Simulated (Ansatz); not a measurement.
**GeNHO+ (doublet): the correlation ladder, cc-pVDZ**

Aim: climb from Hartree-Fock through coupled cluster for GeNHO+ (doublet) at one geometry and basis, and see what each rung misses.

Method: cc-pVDZ, core rule «outside noble gas», up to 16 orbitals frozen; program: Ansatz 0.2.0, Gaussian basis.

Plan: UHF; CCSD(T) on ROHF; CCSD(T) on UHF; BCCD(T) on ROHF; CISD; CCSDT(Q) on ROHF; CCSDT(Q) on UHF.

12 further runs of the same task are left out: 1 for a mislabelled method, 2 that didn't finish, 9 set aside as unsound or not needed.

## (1) The system

The geometry is a PBE0/def2-TZVP stationary point (not a proven minimum) of the parent state, kept for this charge and spin. No spin-orbit coupling is included. The filled d shell of Ge may be among the frozen orbitals whatever the setting's name suggests; the logs give the count.

4 atoms, charge 1, spin multiplicity 2.

Atoms are counted from 1 here; the program's logs count them from 0.

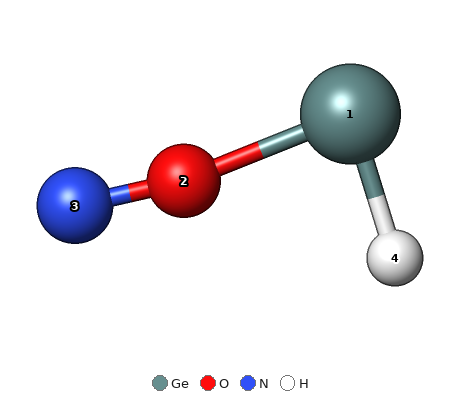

The structure; germanium teal, oxygen red, nitrogen blue, hydrogen white; atoms are numbered from 1 in the order of the file.

## (2) UHF

File in.yaml:

```yaml
crystal:
  periodic: [false, false, false]
  atoms:
    - {symbol: Ge, position_ang: [0.000000, -0.034402, 0.705336]}
    - {symbol: O, position_ang: [0.000000, 0.083408, -1.183652]}
    - {symbol: N, position_ang: [0.000000, -0.028781, -2.354015]}
    - {symbol: H, position_ang: [0.000000, 1.555244, 0.668777]}
basis:
  gaussian: {orbitals: cc-pVDZ}
total_charge: 1
magnetization: {spin_polarized: true, initial_magnetization: 1}
hamiltonian: {xc: hf}
output: {orbitals: {seedname: orbitals}}
```

The run is started by

```console
$ ansatz run in.yaml --threads 1 --pin off --events-out ev --progress --plain --max-ram 2393MiB
```

After this run come: CCSD(T) on ROHF; CCSD(T) on UHF; BCCD(T) on ROHF; CISD; CCSDT(Q) on ROHF; CCSDT(Q) on UHF.

Q: Predict the results of all the runs planned. Wanted: UCCSDT(Q) below the RHF energy; RMP2 from UCCSDT(Q); UMP2 from UCCSDT(Q); RCCSD from UCCSDT(Q); RCCSD(T) from UCCSDT(Q); UCCSD(T) from UCCSDT(Q); RCCSDT(Q) from UCCSDT(Q); T1 diagnostic.

**Answer**, as computed:

```
                         quantity            value
   UCCSDT(Q) below the RHF energy      -11.7340 eV
              RMP2 from UCCSDT(Q)  +28.97 kcal/mol
              UMP2 from UCCSDT(Q)  +32.86 kcal/mol
             RCCSD from UCCSDT(Q)  +11.86 kcal/mol
          RCCSD(T) from UCCSDT(Q)   +2.11 kcal/mol
          UCCSD(T) from UCCSDT(Q)   +2.34 kcal/mol
         RCCSDT(Q) from UCCSDT(Q)   +0.19 kcal/mol
levels within 1 kcal/mol (43 meV)        RCCSDT(Q)
                    T1 diagnostic            0.031
```

**Reading.** RCCSD(T) lands +2.11 kcal/mol from the yardstick (0.8 % of the correlation energy). These misses are within one basis, not against nature; the frozen cores of restricted and unrestricted runs differ, which can shift their rows.
